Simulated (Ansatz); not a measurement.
## Lattice dynamics of InF (model cell, started as wurtzite)

Wanted: vibrations and spectra of InF (model cell, started as wurtzite); the cell is already relaxed. After the zone centre comes a 3×3×1 q mesh on a 9×9×4 k mesh.

Calculated with Ansatz 0.2.0; DFT PBE, scalar-relativistic, plane waves, PAW.

The structure was built from a prototype and need not be the compound's stable phase.

**1. Starting point**

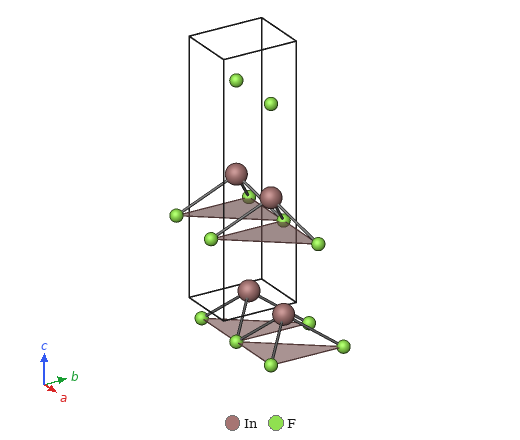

The cell as given, slightly off an axis (indium brown, fluorine green). 2×1×1 cells are drawn. Bonds to atoms that aren't drawn are left out. Some periodic images of atoms are drawn too.

**2. Modes at Γ**

The cell comes from relaxations at this level that are not shown. The zone centre comes first: it holds the modes that light can see, as far as symmetry allows. The response to a homogeneous field gives the Born charges and the dielectric tensor, and its change with displacement the Raman tensors.

input.yaml reads:

```yaml
crystal:
  lattice:
    - [3.6423155126, -2.6045e-06, 0.0]
    - [-1.8211555007, 3.1543390647, 0.0]
    - [0.0, 0.0, 8.9296575322]
  atoms:
    - { symbol: In, position: [0.3333333333, 0.6666666667, 0.0081254377] }
    - { symbol: In, position: [0.6666666667, 0.3333333333, 0.5081254377] }
    - { symbol: F, position: [0.3333333333, 0.6666666667, 0.3668745623] }
    - { symbol: F, position: [0.6666666667, 0.3333333333, 0.8668745623] }
kpoints:
  mp_grid: { grid: [9, 9, 4] }
hamiltonian:
  xc: pbe
scf:
  occupations: { method: fixed }
output:
  eigenvalues: true
phonons:
  method: dfpt
  dielectric: true
  rigid_motions: translations
  raman: true
```

The run is started by

```
> ansatz run input.yaml --threads 4 --pin off --max-ram 7168MiB --backend cpu --events-out ev --progress --plain --runs-dir out
```

Numbers of over 12 decimals in the logs are rounded to 6 here.

Output:

```text
Engine: ansatz 0.2.0, aarch64-unknown-linux-gnu
Pseudopotentials: kind: paw
Pseudopotential: In, paw, valence charge 13, recommended cutoff 420 eV (normal), In.paw.azcp
Pseudopotential: F, paw, valence charge 7, recommended cutoff 420 eV (normal), F.paw.azcp
Functional definition: PBE
  parameter kappa = 0.804
  parameter beta = 0.066725
  exchange = pbe_x(kappa = kappa, mu = beta*pi^2/3)
  correlation = pbe_c(beta = beta)
Crystal: 4 atoms, lattice volume = 102.594 Å³
Basis set: ecut = 420 eV, 1961 PW (Γ), exchange–correlation on 50×50×120 points (8 copies of the dense FFT grid, shifted against one another)
Bands: 24, of which v1, the nominal top of the filled ones, is band 20 counted from 1 (19 counted from 0)
Symmetry: 12 space group operations
k-points: 95 of 324 (irreducible under 2 space group operations, time reversal used)
Non-local potential: In, projectors of the file, l = 0: 2, l = 1: 2, l = 2: 2, l = 3: 2
Non-local potential: F, projectors of the file, l = 0: 2, l = 1: 2, l = 2: 1
PAW form: soft (Blöchl's): semilocal exchange-correlation on the pseudo side does not see the compensation charge
PAW one-centre angular grid: In, 590 points (default); XC on 64 Gauss nodes
PAW one-centre angular grid: F, 110 points (default); XC on 64 Gauss nodes
Initial density: superposition of atomic densities (neutral atoms: chi_scale 0, normalization atom), corrected by the library's trained network
Initial wavefunctions: pseudopotential atomic-orbital guess
Functional: x = pbe(κ = 0.804, μ = 0.219515), c = pbe(β = 0.066725)
SCF iter   1: F=—  HF=-12813.073575 eV  |F-HF|=—  |Δ(HF+E_count)|=         —  Δρ=1.75e-3  dr2=3.36e-3  ethr=1.77e-3  ⟨swp⟩=4.6  Hψ=7927  notcnv=0  defer=190
preconditioner: auto → Resta (q_TF=auto, 2.332 Å⁻¹)  ε∞=3.6  [insulator: Δε(μ)=1.674 eV  Ē_g=14.435 eV  n_scr=24 (ndim 8)  ℏωp=23.2 eV  f_vac=0.172  ε∞_Penn≈3.6]
SCF iter   2: F=—  HF=-12813.074494 eV  |F-HF|=—  |Δ(HF+E_count)|=   9.19e-4  Δρ=1.06e-3  dr2=1.22e-3  ethr=8.40e-6  ⟨swp⟩=3.0  Hψ=5131  notcnv=0  defer=190
SCF iter   3: F=—  HF=-12813.075261 eV  |F-HF|=—  |Δ(HF+E_count)|=   7.67e-4  Δρ=7.81e-4  dr2=4.79e-4  ethr=3.06e-6  ⟨swp⟩=2.0  Hψ=3230  notcnv=0  defer=190
SCF iter   4: F=—  HF=-12813.075215 eV  |F-HF|=—  |Δ(HF+E_count)|=   4.55e-5  Δρ=1.87e-4  dr2=4.06e-5  ethr=1.20e-6  ⟨swp⟩=2.0  Hψ=4364  notcnv=0  defer=175
SCF iter   5: F=—  HF=-12813.075247 eV  |F-HF|=—  |Δ(HF+E_count)|=   3.16e-5  Δρ=5.94e-5  dr2=5.78e-6  ethr=1.02e-7  ⟨swp⟩=2.0  Hψ=3040  notcnv=0  defer=3
SCF iter   6: F=—  HF=-12813.075262 eV  |F-HF|=—  |Δ(HF+E_count)|=   1.51e-5  Δρ=1.80e-5  dr2=3.19e-7  ethr=1.45e-8  ⟨swp⟩=2.3  Hψ=3816  notcnv=0  defer=2
SCF iter   7: F=—  HF=-12813.075268 eV  |F-HF|=—  |Δ(HF+E_count)|=   6.21e-6  Δρ=6.80e-6  dr2=6.25e-8  ethr=7.97e-10  ⟨swp⟩=2.0  Hψ=3990  notcnv=0
SCF iter   8: F=—  HF=-12813.075268 eV  |F-HF|=—  |Δ(HF+E_count)|=   2.15e-7  Δρ=1.53e-6  dr2=1.76e-9  ethr=1.56e-10  ⟨swp⟩=3.0  Hψ=4248  notcnv=0
SCF iter   9: F=—  HF=-12813.075268 eV  |F-HF|=—  |Δ(HF+E_count)|=   2.27e-9  Δρ=3.22e-7  dr2=1.43e-10  ethr=4.41e-12  ⟨swp⟩=2.0  Hψ=3040  notcnv=0
SCF iter  10: F=-12813.075268 eV  HF=-12813.075268 eV  |F-HF|=5.46e-12  |Δ(HF+E_count)|=  2.40e-10  Δρ=8.05e-8  dr2=5.90e-12  ethr=1.00e-12  ⟨swp⟩=7.5  Hψ=13088  notcnv=0
SCF 1 converged in 10 iterations: F = -12813.075268 eV  dr2 = 5.90e-12
  greatest PAW one-centre occupation: 0.985 electrons in one spin orbital (limit 2), on the In atom at site 1 (counted from 0), in its partial waves of l = 2
NSCF: frozen V_eff on 4 k-points
DFPT response loops at Γ: preconditioner auto → none (the input reference at scf.mixing.eps_inf says where Resta's filter doesn't serve); β = 0.50; Broyden in place of MSR1
── the response to a field inside a basis, on 14×14×6 k-points: an SCF that follows is theirs, and a resumed run solves both again ──
Bands: 21, of which v1, the nominal top of the filled ones, is band 20 counted from 1 (19 counted from 0)
k-points: 168
Initial density: handed on by an earlier stage of this run
Initial wavefunctions: pseudopotential atomic-orbital guess (no wavefunctions were taken with the density)
Eigensolver: Dense (168 Hₖ)
SCF iter   1: F=—  HF=-12813.061630 eV  |F-HF|=—  |Δ(HF+E_count)|=         —  Δρ=3.42e-4  dr2=2.38e-5  ethr=1.00e-1
preconditioner: auto → Resta (q_TF=auto, 2.332 Å⁻¹)  ε∞=4.2  [insulator: Δε(μ)=1.644 eV  Ē_g=13.062 eV  n_scr=24 (ndim 8)  ℏωp=23.2 eV  f_vac=0.179  ε∞_Penn≈4.2]
SCF iter   2: F=—  HF=-12813.061630 eV  |F-HF|=—  |Δ(HF+E_count)|=   3.47e-7  Δρ=1.31e-4  dr2=9.92e-6  ethr=5.96e-8
SCF iter   3: F=—  HF=-12813.061630 eV  |F-HF|=—  |Δ(HF+E_count)|=   4.86e-7  Δρ=7.44e-5  dr2=1.06e-6  ethr=2.48e-8
SCF iter   4: F=—  HF=-12813.061631 eV  |F-HF|=—  |Δ(HF+E_count)|=   4.05e-7  Δρ=3.11e-6  dr2=9.59e-9  ethr=2.65e-9
SCF iter   5: F=—  HF=-12813.061631 eV  |F-HF|=—  |Δ(HF+E_count)|=   5.80e-9  Δρ=1.22e-6  dr2=2.21e-9  ethr=2.40e-11
SCF iter   6: F=—  HF=-12813.061631 eV  |F-HF|=—  |Δ(HF+E_count)|=   1.23e-9  Δρ=2.54e-7  dr2=1.22e-10  ethr=5.52e-12
SCF iter   7: F=-12813.061631 eV  HF=-12813.061631 eV  |F-HF|=2.00e-11  |Δ(HF+E_count)|=  2.09e-10  Δρ=6.21e-8  dr2=3.99e-12  ethr=1.00e-12
SCF 1 converged in 7 iterations: F = -12813.061631 eV  dr2 = 3.99e-12
DFPT response loops at Γ: mixed as the last ones told, above
DFPT response loops at Γ: mixed as the last ones told, above
WARN: field response: ε∞ stands inside a basis, on 14×14×6 points; the force constants stand on the 9×9×4 k-mesh, whose period is 13.53 times the interband length at k = (0.1111, 0.4444, 0.0000), direct gap 1.933 eV, under 14: take them and everything formed from them as unconverged, and compare with a denser kpoints.mp_grid
SCF converged after 10 iterations
Free energy (F): -12813.075268 eV
Harris-Foulkes:  -12813.075268 eV  (|F-HF|=5.46e-12)
Internal energy: -12813.075268 eV  (E = F + TS)
E sigma→0 (E₀):  -12813.075268 eV
Fermi energy:    3.763666 eV
--- Per-component energies (eV) ---
  E_band       = -262.893877
  E_kinetic    = 889.313090
  E_local      = -4215.997708  (includes V_loc(G=0)·N_el)
  E_nonlocal   = 879.204268
  E_hartree    = 1654.865532
  E_xc         = -590.908113
  E_vxc        = -402.754189  (∫ρ·V_xc dr)
  E_paw        = -8700.581195  (= ΣΔE_a)
  E_vpaw       = -722.394535  (= ΣTr[D̂ρ^β])
  E_aug_tail   = 0.004110  (compensation charges beyond the density's cutoff)
  E_ewald      = -2728.975253
  E_smearing   = -0.000000  (= −TS)
  E_closure    = 0.000000  (closes the sum)
  Σ components = -12813.075268   (vs F -12813.075268, Δ=0.00e0)
--- Band table (eV; the first three rows and the last of 95) ---
  k-point 0: bands = [... 16 lower, 0.2166, 0.2166, 0.7027, 2.0531, 5.4368, 7.8786, 11.7196, 12.5859]
  k-point 1: bands = [... 16 lower, 0.2131, 0.2131, 0.8977, 1.8297, 5.7583, 7.4091, 12.4007, 12.5994]
  k-point 2: bands = [... 16 lower, 0.2050, 0.2050, 1.3510, 1.3510, 6.5264, 6.5264, 12.6336, 12.6336]
  k-point 94: bands = [... 16 lower, -0.1751, -0.1751, 2.8519, 2.8519, 7.0603, 7.0603, 8.5260, 8.5260]
--- Phonons (Γ-DFPT): 4 representative perturbations + reference, on 95 of 324 k-points (Σ response iterations 14) ---
  k mesh reduced under 2 symmetry operations, with k and −k counted as one. Each operation leaves every solved perturbation unchanged. A smaller set is not considered because the run solves the response to a homogeneous field
  ASR residual: 1.711e-5 → 0.000e0 eV/Å²; symmetrization residual: 8.228e-5 eV/Å²
  ASR residual per site (eV/Å²): 1.71e-5 1.71e-5 1.17e-5 1.17e-5
  Γ frequencies (cm⁻¹): -8.86 -8.86 0.00 0.00 0.00 50.84 100.25 100.25 109.24 109.24 220.98 279.30
  ε∞ (high-frequency dielectric tensor):
        7.029680     0.000000    -0.000000
        0.000000     7.029680    -0.000000
       -0.000000    -0.000000     3.257420
  softest optical mode at Γ: -8.86 cm⁻¹; the repairs (sum rule, projections) moved no ω² at Γ by more than (3.78 cm⁻¹)²
  Born effective charges Z* (e; rows j = field, columns β = displacement):
    site 0:
         1.72280    0.00000   -0.00000
         0.00000    1.72280   -0.00000
        -0.00000   -0.00000    1.30414
    site 1:
         1.72280    0.00000   -0.00000
         0.00000    1.72280   -0.00000
        -0.00000   -0.00000    1.30414
    site 2:
        -1.72280   -0.00000   -0.00000
        -0.00000   -1.72280   -0.00000
         0.00000    0.00000   -1.30414
    site 3:
        -1.72280   -0.00000    0.00000
        -0.00000   -1.72280    0.00000
         0.00000    0.00000   -1.30414
  Z* charge neutrality: 2.177e-3 e pre-enforcement
  solved inside a basis spanned on kpoints, on 14×14×6 k-points transformed towards the longest dipole: ε∞ is read to err by 3.0e-2, Z* by 1.4e-2 e (field_mesh: kpoints solves on kpoints); Z* is corrected for what the basis lacks
  Raman tensors (in the event stream and the table raman_tensors.tsv): an entry may err by 1.2e-1 Å², one of the second-order susceptibility by 6.6e-1 pm/V (basis, points and sum rule); their sum over the sites missed zero by 5.314e-4 Å² ahead of its enforcement
  optical modes at Γ without the LO–TO term, one row a degenerate level:
      ω (cm⁻¹)  modes    IR ((D/Å)²/amu)  static Raman (Å⁴/amu)  depolarisation
         -8.86      2             0.0000                 4.2725           0.750
         50.84      1             0.0000                 0.0000               —
        100.25      2             0.0000               268.1560           0.750
        109.24      2            16.8025                10.8635           0.750
        220.98      1             4.8142               312.1254           0.012
        279.30      1             0.0000                 0.0000               —
  optical modes at Γ + LO–TO along q̂ = [1.0000, 0.0000, 0.0000]:
      ω (cm⁻¹)  modes    IR ((D/Å)²/amu)  static Raman (Å⁴/amu)  depolarisation
         -8.86      2             0.0000                 4.2725           0.750
         50.84      1             0.0000                 0.0000               —
        100.25      2             0.0000               268.1560           0.750
        109.24      1             8.4013                 5.4318           0.750
        191.78      1             8.4013                 0.0031           0.750
        220.98      1             4.8142               312.1254           0.012
        279.30      1             0.0000                 0.0000               —
  optical modes at Γ + LO–TO along q̂ = [0.0000, 1.0000, 0.0000]:
      ω (cm⁻¹)  modes    IR ((D/Å)²/amu)  static Raman (Å⁴/amu)  depolarisation
         -8.86      2             0.0000                 4.2725           0.750
         50.84      1             0.0000                 0.0000               —
        100.25      2             0.0000               268.1560           0.750
        109.24      1             8.4013                 5.4318           0.750
        191.78      1             8.4013                 0.0031           0.750
        220.98      1             4.8142               312.1254           0.012
        279.30      1             0.0000                 0.0000               —
  optical modes at Γ + LO–TO along q̂ = [0.0000, 0.0000, 1.0000]:
      ω (cm⁻¹)  modes    IR ((D/Å)²/amu)  static Raman (Å⁴/amu)  depolarisation
         -8.86      2             0.0000                 4.2725           0.750
         50.84      1             0.0000                 0.0000               —
        100.25      2             0.0000               268.1560           0.750
        109.24      2            16.8025                10.8635           0.750
        279.30      1             0.0000                 0.0000               —
        282.06      1             4.8142               643.3388           0.000
```

Wall time 22 min (4 threads of Arm Neoverse N1, shared host); peak memory 2.8 GiB.

The column dr2 measures how far the density is from self-consistency, as an energy; F and HF (Harris–Foulkes) agree once it is small.

This step gave:

```yaml
gap_on_the_k_mesh: 1.673 eV
volume_per_atom: 25.65 Å³
sum_rule_residual_before_enforcement: 1.71e-5 eV/Å²
miss_of_the_charge_sum_rule: 0.002177 e
estimated_error_of_the_dielectric_tensor: 0.03030
estimated_error_of_the_born_charges: 0.01438 e
point_group: 6mm
highest_optical_mode_at_the_zone_centre_no_lo_to_term: 279.3 cm⁻¹
lowest_optical_zone_centre_mode: -8.86 cm⁻¹
mean_high_frequency_dielectric_constant: 5.772
largest_born_charge_third_of_the_trace: 1.583 e
top_of_the_zone_centre_spectrum_with_the_field: 282.1 cm⁻¹
```

Without the LO-TO term. Patterns of degenerate modes are one choice out of their space. Modes at Γ, with each element's share of the kinetic energy (negative means imaginary):

```tsv
mode	frequency (cm⁻¹)	symmetry	In %	F %
1	-8.9	E2	82	18
2	-8.9	E2	82	18
3	0.0	acoustic	86	14
4	0.0	acoustic	86	14
5	0.0	acoustic	86	14
6	50.8	B1	87	13
7	100.2	E2	18	82
8	100.2	E2	18	82
9	109.2	E1	14	86
10	109.2	E1	14	86
11	221.0	A1	14	86
12	279.3	B1	13	87
```

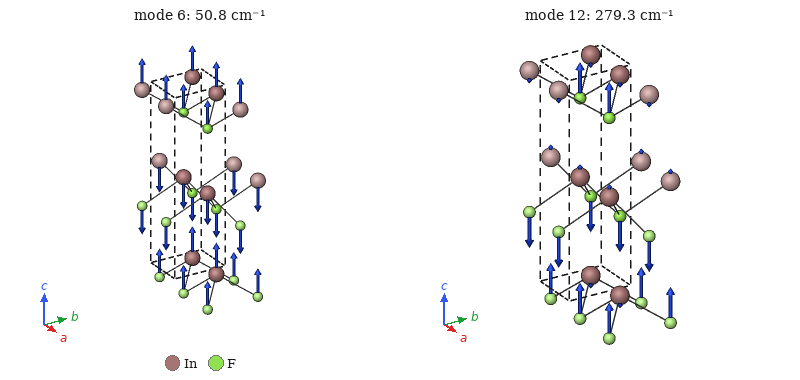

Displacement patterns of modes 6 and 12 at Γ; arrows are exaggerated. 2×1×1 cells are drawn. Some periodic images of atoms are drawn too.

Optical modes at the zone centre, without and with the macroscopic field of the longitudinal modes; each column is sorted by frequency, so a row need not hold one and the same mode. Modes with and without the field, by row:

```tsv
rank among optical modes	no field (cm⁻¹)	q along (1, 0, 0) (cm⁻¹)	q along (0, 0, 1) (cm⁻¹)
1	-8.9	-8.9	-8.9
2	-8.9	-8.9	-8.9
3	50.8	50.8	50.8
4	100.2	100.2	100.2
5	100.2	100.2	100.2
6	109.2	109.2	109.2
7	109.2	191.8	109.2
8	221	221	279.3
9	279.3	279.3	282.1
```

Born charge (rows field, columns displacement) (e), principal values of the symmetric part by kind of site:

```tsv
atom	atoms with these values	low	middle	high	mean
In1	2	1.30	1.72	1.72	1.58
F3	2	-1.72	-1.72	-1.30	-1.58
```

In full for In1:

```
1.72 0.00 0.00
0.00 1.72 0.00
0.00 0.00 1.30
```

High-frequency dielectric tensor:

```
7.03 0.00 0.00
0.00 7.03 0.00
0.00 0.00 3.26
```

Transverse modes; imaginary modes are left out. Lines of the infrared spectrum (strongest = 100):

```tsv
position (cm⁻¹)	label	relative intensity
51	B1	0.0
100	E2	0.0
109	E1	100
221	A1	29
279	B1	0.0
```

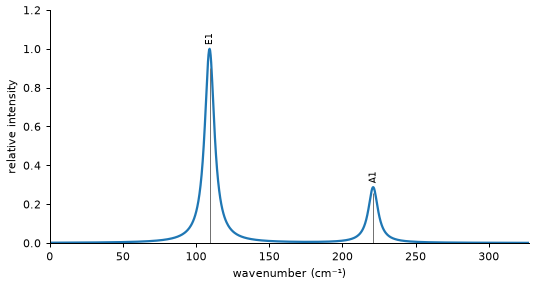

The infrared spectrum, broadened with Lorentzians of width 8 cm⁻¹; bars mark the lines.

Activity x (w_L - w)^4 (n + 1)/w, 532 nm, 300 K; imaginary modes are left out; the tensors are static ones, while 532 nm light lies above the computed direct gap, where resonance would change the heights; modes without the macroscopic field alone. Raman lines, with heights relative to the strongest:

```tsv
position (cm⁻¹)	label	relative intensity
51	B1	0.0
100	E2	100
109	E1	3.5
221	A1	30
279	B1	0.0
```

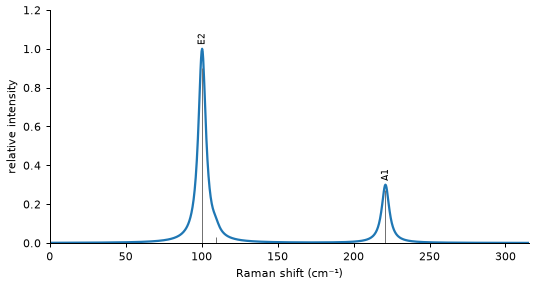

The Raman spectrum, broadened with Lorentzians of width 6 cm⁻¹; bars mark the lines.

Static second-order susceptibility (pm/V), twice the coefficient d of second-harmonic generation. Second order susceptibility, by row:

```tsv
field along	xx	yy	zz	yz	xz	xy
x	0	0	0	0	-21.06	0
y	0	0	0	-21.06	0	0
z	-21.06	-21.06	-45.84	0	0	0
```

Before it was imposed, the acoustic sum rule was missed by 1.7e-5 eV/Å² and the charge sum rule by 0.0022 e. Small misses are needed for a sound result but don't prove that mesh and cutoff are converged. The lowest optical mode is slightly imaginary, 8.9i cm⁻¹, too near zero to call.

The log warns of the k mesh: “the force constants stand on the 9×9×4 k-mesh, whose period is 13.53 times the interband length at k = (0.1111, 0.4444, 0.0000), direct gap 1.933 eV, under 14: take them and everything formed from them as unconverged”.

(Part 1 of 2 ends here.)

[Logs are printed without paths, hosts, clocks, repeated set-up lines and the standing remarks that a program may print on its own settings, such as how far it seeks lower states.]

[Hosts, paths, dates, database ids (printed as entryN), source tags and the programs' standing remarks are cut or masked in the printed files.]
